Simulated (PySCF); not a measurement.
C8H8O2, SMILES COc1ccc(C=O)cc1 at its GFN2-xTB optimised geometry (Å):

```
18

C     -0.9510    -3.1127    -0.0152
O     -1.5677    -1.8455    -0.0020
C     -0.7922    -0.7379     0.0000
C     -1.4790     0.4831     0.0021
C     -0.7893     1.6711     0.0016
C      0.6086     1.6779    -0.0004
C      1.3549     2.9337    -0.0042
O      2.5573     3.0361    -0.0078
C      1.2875     0.4592     0.0000
C      0.6032    -0.7379     0.0000
H     -1.7654    -3.8352    -0.0186
H     -0.3405    -3.2513    -0.9125
H     -0.3337    -3.2676     0.8750
H     -2.5573     0.4585     0.0032
H     -1.3276     2.6078     0.0019
H      0.7082     3.8352    -0.0046
H      2.3672     0.4740    -0.0002
H      1.1571    -1.6633     0.0001
```

Calculation: B3LYP/def2-SVP (PySCF 2.14.0). Cells within 0.4 Å of a nucleus heavier than hydrogen are left out (blank, or x).

Map of the electrostatic potential (hartree/e), clipped to [-0.08, 0.12] on the plane z = 0.0 Å:

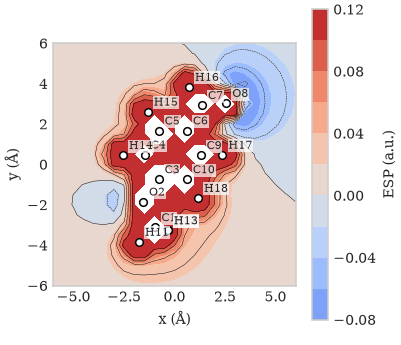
Figure. Electrostatic potential (hartree/e), clipped to [-0.08, 0.12] on the plane z = 0.0 Å.
